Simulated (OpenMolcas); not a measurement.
Excited-state calculation of O₂

- system: O₂, multiplicity 3
- method: CASSCF/cc-pVDZ-DK, DKH2 (OpenMolcas 26.06)

The geometry comes from this level: PBE0-D4/def2-TZVP.

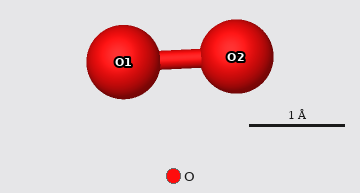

**Figure 1.** The input geometry (ball-and-stick view, seen at a tilt; atoms are numbered from 1 in the order of the input). Bond lengths as drawn: O–O 1.19 Å.

**Input**
```
* O2 CASSCF

&GATEWAY
 COORD
 2
 bohr
 O      0.96290995    -0.31152135     0.49595862
 O     -0.96290995     0.31152135    -0.49595862
 BASIS
 cc-pVDZ-DK
 GROUP
 NoSym
 RICD

&SEWARD
 RELATIVISTIC
 R02E00

&RASSCF
 FILEORB
 $CurrDir/step1.RasOrb
 SPIN
 3
 NACTEL
 12 0 0
 INACTIVE
 2
 RAS2
 8
 CIROOT
 3 3 1
 ORBLISTING
 Nothing
```

Command:
```bash
export MOLCAS_MEM=1860
pymolcas step2.inp > step2.log
```

**Output**
```
--- Start Module: gateway ---

                                              &GATEWAY

                       available to each process: 1.9 GB of memory, 1 thread

++    Symmetry information:
      ---------------------

                    Character Table for C1

                             E
                    a        1  x, y, xy, Rz, z, xz, Ry, yz, Rx, I
--

++    Basis set information:
      ----------------------

      Basis set label: O.CC-PVDZ-DK.........

      Electronic valence basis set:
      ------------------
      Associated Effective Charge   8.000000 au
      Associated Actual Charge      8.000000 au
      Nuclear Model: Point charge

      Shell  nPrim  nBasis  Cartesian Spherical Contaminant
         s       9       3        X
         p       4       2        X
         d       1       1                 X
--

++    Molecular structure info:
      -------------------------

                    ************************************************
                    **** Cartesian Coordinates / bohr, angstrom ****
                    ************************************************

     Center  Label                x              y              z                     x              y              z
        1      O1               0.962910      -0.311521       0.495959              0.509550      -0.164850       0.262450
        2      O2              -0.962910       0.311521      -0.495959             -0.509550       0.164850      -0.262450
--

            Nuclear Potential Energy             28.39299303 au

--- Stop Module: gateway /rc=_RC_ALL_IS_WELL_ ---

--- Start Module: seward ---

                                              &SEWARD

                       available to each process: 1.9 GB of memory, 1 thread

               SEWARD will generate:
                  Multipole Moment integrals up to order  2
                  Kinetic Energy integrals
                  Nuclear Attraction integrals (point charge)
                  One-Electron Hamiltonian integrals
                  Velocity integrals
                  Relativistic Douglas-Kroll-Hess integrals:
                    - Parametrization         : EXP
                    - DKH order of Hamiltonian: 2
                    - DKH order of Properties : 0
                         - multipole moment operators
                         - electric potential operators
                         - contact operators
                  Orbital angular momentum around ( -0.0000   0.0000   0.0000 )
                  Velocity quadrupole around ( -0.0000   0.0000   0.0000 )
                  RI decomposed two-electron repulsion integrals stored Cholesky style
                   - acCD auxiliary basis
                   - CD Threshold:   1.00E-04

                   Integrals are discarded if absolute value <: 1.00E-14
                   Integral cutoff threshold is set to       <: 1.00E-16

            Nuclear Potential Energy             28.39299303 au

      Basis set specifications :
      Symmetry species         a
      Basis functions           28

--- Stop Module: seward /rc=_RC_ALL_IS_WELL_ ---

--- Start Module: rasscf ---

                                              &RASSCF

                       available to each process: 1.9 GB of memory, 1 thread

      Header of the ONEINT file:
      --------------------------

      OrdInt status: non-squared

      Cartesian coordinates in angstrom:
      -----------------------------------------------------
      No.  Label        X            Y            Z
      -----------------------------------------------------
       1   O1         0.50955000  -0.16485000   0.26245000
       2   O2        -0.50955000   0.16485000  -0.26245000
      -----------------------------------------------------
      Nuclear repulsion energy =   28.39299303

++    Wave function specifications:
      -----------------------------

      Number of closed shell electrons           4
      Number of electrons in active shells      12
      Max number of holes in RAS1 space          0
      Max nr of electrons in RAS3 space          0
      Number of inactive orbitals                2
      Number of active orbitals                  8
      Number of secondary orbitals              18
      Spin quantum number                      1.0
      State symmetry                             1
--

++    Orbital specifications:
      -----------------------

      Symmetry species                           1
                                                 a
      Frozen orbitals                            0
      Inactive orbitals                          2
      Active orbitals                            8
      RAS1 orbitals                              0
      RAS2 orbitals                              8
      RAS3 orbitals                              0
      Secondary orbitals                        18
      Deleted orbitals                           0
      Number of basis functions                 28
--

++    CI expansion specifications:
      ----------------------------

      Number of CSFs                           378
      Number of determinants                   448
      Number of root(s) required                 3
      Root chosen for geometry opt.              3
      CI roots used                              1     2     3
      weights                                0.333 0.333 0.333
      highest root included in the CI            3
      max. size of the explicit Hamiltonian    200
--

++    Optimization specifications:
      ----------------------------

      RASSCF algorithm: LK RI/DF
      Maximum number of macro iterations       200
      Maximum number of SX iterations          100
      Threshold for RASSCF energy            1.000E-08
      Threshold for max MO rotation          1.000E-01
      Threshold for max BLB element          1.000E-04
      Level shift parameter                  5.000E-01
      Make Quasi-Newton update
--

      The MO-coefficients are taken from the file:
      step1.RasOrb
      Title: RASSCF canonical orbitals for CASPT2

      Total molecular charge    0.00

      ************************************************************************************************************************
      *                                            Wave function control section                                             *
      ************************************************************************************************************************

                                         RASSCF iterations: Energy and convergence statistics
                                         ----------------------------------------------------

          iter iter root      energy       change     param      element    value   shift minimum  type update hh:mm:ss
 Nr of preliminary CI iterations:   3
        1   1   11    0  -149.63775515    0.00E+00  -4.42E-01*   7  13 1  4.35E-02*  0.00   0.00    SX    NO    0:00:00
        2   4   10    0  -149.65853463   -2.08E-02*  6.08E-02    5  25 1 -1.51E-02*  0.00   0.00    SX    NO    0:00:00
        3   3   10    0  -149.65950782   -9.73E-04*  1.93E-02    5  14 1  5.43E-03*  0.00   0.00    SX    NO    0:00:00
        4   3   10    0  -149.65960628   -9.85E-05*  6.38E-03    5  14 1  1.73E-03*  0.00   0.00    SX    NO    0:00:00
        5   3    9    0  -149.65961778   -1.15E-05*  3.38E-03    5  14 1  8.01E-04*  0.00   1.53    LS   YES    0:00:00
        6   3    8    0  -149.65961931   -1.53E-06* -1.96E-04    5  14 1  3.05E-04*  0.00   0.99    QN   YES    0:00:00
        7   3    5    0  -149.65961939   -7.72E-08* -6.84E-05    7  13 1 -7.32E-05   0.00   0.81    QN   YES    0:00:00
        8   1    4    0  -149.65961940   -8.63E-09   2.24E-05    7  13 1 -5.43E-06   0.00   1.10    QN   YES    0:00:00
      Convergence after  8 iterations
        9   1    4    0  -149.65961940   -1.73E-10   2.24E-05    3  17 1  1.21E-06   0.00   1.10    QN   YES    0:00:00

      ************************************************************************************************************************
                                                      Wave function printout:
                       occupation of active orbitals, and spin coupling of open shells (u,d: Spin up or down)
      ************************************************************************************************************************

      Note: transformation to natural orbitals
      has been made, which may change the order of the CSFs.

      printout of CI-coefficients larger than  0.05 for root  1
      energy=    -149.815319
      conf/sym  11111111     Coeff  Weight
             1  22222uu0   0.97079 0.94244
            18  222uu220   0.15332 0.02351
            49  22u2du2u  -0.06810 0.00464
            54  22u2uu2d  -0.07910 0.00626
           118  22ud22uu  -0.06810 0.00464
           139  22022uu2  -0.07981 0.00637
           176  22uu22ud  -0.07910 0.00626

      printout of CI-coefficients larger than  0.05 for root  2
      energy=    -149.581770
      conf/sym  11111111     Coeff  Weight
             2  2222u2u0  -0.57934 0.33563
             3  2222uu20  -0.39518 0.15617
            16  222u22u0   0.39518 0.15617
            17  222u2u20  -0.57934 0.33563
           140  2202u2u2   0.06202 0.00385
           282  220u2u22   0.06202 0.00385

      printout of CI-coefficients larger than  0.05 for root  3
      energy=    -149.581770
      conf/sym  11111111     Coeff  Weight
             2  2222u2u0  -0.39518 0.15617
             3  2222uu20   0.57934 0.33563
            16  222u22u0  -0.57934 0.33563
            17  222u2u20  -0.39518 0.15617
           141  2202uu22  -0.06202 0.00385
           281  220u22u2   0.06202 0.00385

      Natural orbitals and occupation numbers for root  1
      sym 1:   1.999097   1.997240   1.961796   1.962957   1.962957   1.036515   1.036515   0.042922

      Natural orbitals and occupation numbers for root  2
      sym 1:   1.999313   1.997861   1.975238   1.500627   1.500627   1.498712   1.498712   0.028910

      Natural orbitals and occupation numbers for root  3
      sym 1:   1.999313   1.997861   1.975238   1.500627   1.500627   1.498712   1.498712   0.028910

      ************************************************************************************************************************
      *                                                    Final results                                                     *
      ************************************************************************************************************************

++    Final optimization conditions:
      ------------------------------

      Average CI energy                            -149.65961940
      RASSCF energy for state  3                   -149.58176984
      Super-CI energy                                -0.00000000
      RASSCF energy change                            0.00000000
      Max change in MO coefficients              -6.627E-05
      Max non-diagonal density matrix element     2.238E-05
      Maximum BLB matrix element                  1.211E-06
      (orbital pair   3,  17 in symmetry   1)
      Norm of electronic gradient            3.487E-02
--

      Final state energy(ies):
      ------------------------

::    RASSCF root number  1 Total energy:   -149.81531853
::    RASSCF root number  2 Total energy:   -149.58176984
::    RASSCF root number  3 Total energy:   -149.58176984
      Von Neumann Entropy (Root   1) =  1.18470

      Mulliken population analysis for root number:  1
      -----------------------------------------------

++    Molecular charges:
      ------------------

      Mulliken charges per centre
      ---------------------------

                O1      O2
      Total    8.0000  8.0000

      N-E      0.0000 -0.0000

      Total electronic charge=   16.000000

      Total            charge=   -0.000000
--

      Expectation values of various properties for root number:  1
      -----------------------------------------------------------

++    Molecular properties:
      ---------------------

      Charge (e):
                      =   -0.0000
      Dipole Moment (debye):
      Origin of the operator (angstrom)=   -0.0000    0.0000    0.0000
                   X=  1.7880E-09               Y= -5.8365E-10               Z=  9.2878E-10           Total=  2.0977E-09
      Quadrupole Moment (debye*angstrom):
      Origin of the operator (angstrom)=   -0.0000    0.0000    0.0000
                  XX= -1.0264E+01              XY=  1.7592E-01              XZ= -2.8008E-01              YY= -9.7775E+00
                  YZ=  9.0611E-02              ZZ= -9.8649E+00
      In traceless form (debye*angstrom)
                  XX= -4.4319E-01              XY=  2.6388E-01              XZ= -4.2012E-01              YY=  2.8710E-01
                  YZ=  1.3592E-01              ZZ=  1.5609E-01
--

      Mulliken spin population analysis for root number:  1
      ---------------------------------------------------

++    Molecular charges:
      ------------------

      Mulliken spin population per centre
      ---------------------------

                O1      O2
      Total    1.0000  1.0000

      Total electronic spin=    2.000000
--

      Von Neumann Entropy (Root   2) =  1.35393

      Mulliken population analysis for root number:  2
      -----------------------------------------------

++    Molecular charges:
      ------------------

      Mulliken charges per centre
      ---------------------------

                O1      O2
      Total    8.0000  8.0000

      N-E      0.0000 -0.0000

      Total electronic charge=   16.000000

      Total            charge=   -0.000000
--

      Expectation values of various properties for root number:  2
      -----------------------------------------------------------

++    Molecular properties:
      ---------------------

      Charge (e):
                      =   -0.0000
      Dipole Moment (debye):
      Origin of the operator (angstrom)=   -0.0000    0.0000    0.0000
                   X=  1.1157E-09               Y= -3.2738E-10               Z=  5.1305E-10           Total=  1.2709E-09
      Quadrupole Moment (debye*angstrom):
      Origin of the operator (angstrom)=   -0.0000    0.0000    0.0000
                  XX= -1.0741E+01              XY=  3.6784E-01              XZ= -5.8562E-01              YY= -9.7230E+00
                  YZ=  1.8946E-01              ZZ= -9.9056E+00
      In traceless form (debye*angstrom)
                  XX= -9.2668E-01              XY=  5.5176E-01              XZ= -8.7843E-01              YY=  6.0031E-01
                  YZ=  2.8419E-01              ZZ=  3.2637E-01
--

      Mulliken spin population analysis for root number:  2
      ---------------------------------------------------

++    Molecular charges:
      ------------------

      Mulliken spin population per centre
      ---------------------------

                O1      O2
      Total    1.0000  1.0000

      Total electronic spin=    2.000000
--

      Von Neumann Entropy (Root   3) =  1.35393

      Mulliken population analysis for root number:  3
      -----------------------------------------------

++    Molecular charges:
      ------------------

      Mulliken charges per centre
      ---------------------------

                O1      O2
      Total    8.0000  8.0000

      N-E      0.0000 -0.0000

      Total electronic charge=   16.000000

      Total            charge=   -0.000000
--

      Expectation values of various properties for root number:  3
      -----------------------------------------------------------

++    Molecular properties:
      ---------------------

      Charge (e):
                      =   -0.0000
      Dipole Moment (debye):
      Origin of the operator (angstrom)=   -0.0000    0.0000    0.0000
                   X=  1.1219E-09               Y= -3.2936E-10               Z=  5.1700E-10           Total=  1.2785E-09
      Quadrupole Moment (debye*angstrom):
      Origin of the operator (angstrom)=   -0.0000    0.0000    0.0000
                  XX= -1.0741E+01              XY=  3.6784E-01              XZ= -5.8562E-01              YY= -9.7230E+00
                  YZ=  1.8946E-01              ZZ= -9.9056E+00
      In traceless form (debye*angstrom)
                  XX= -9.2668E-01              XY=  5.5176E-01              XZ= -8.7843E-01              YY=  6.0031E-01
                  YZ=  2.8419E-01              ZZ=  3.2637E-01
--

      Mulliken spin population analysis for root number:  3
      ---------------------------------------------------

++    Molecular charges:
      ------------------

      Mulliken spin population per centre
      ---------------------------

                O1      O2
      Total    1.0000  1.0000

      Total electronic spin=    2.000000
--

      Average orbitals are written to the RASORB file
      Natural orbitals for root   1 are written to the RASORB.1 file
      Natural orbitals for root   2 are written to the RASORB.2 file
      Natural orbitals for root   3 are written to the RASORB.3 file
      Spin density orbitals for root   1 are written to the SPDORB.1 file
      Spin density orbitals for root   2 are written to the SPDORB.2 file
      Spin density orbitals for root   3 are written to the SPDORB.3 file

--- Stop Module: rasscf /rc=_RC_ALL_IS_WELL_ ---
           step2.SpdOrb.1 step2.SpdOrb.2 step2.SpdOrb.3 xmldump
--- Module rasscf spent 1 second ---

.##################.
.# Happy landing! #.
.##################.

    Timing: Wall=1.97 User=1.70 System=0.24
```

**Key numbers**

| quantity | value |
| --- | --- |
| outcome | converged |
| total energy | −149.815319 hartree |
| CASSCF energy | −149.815319 hartree |
| basis functions | 28 |
| hardware | 1 thread of Arm Neoverse V2, 24 GiB of memory available, shared host |
| wall time | 2.2 s |
| peak memory | 0.081 GiB |
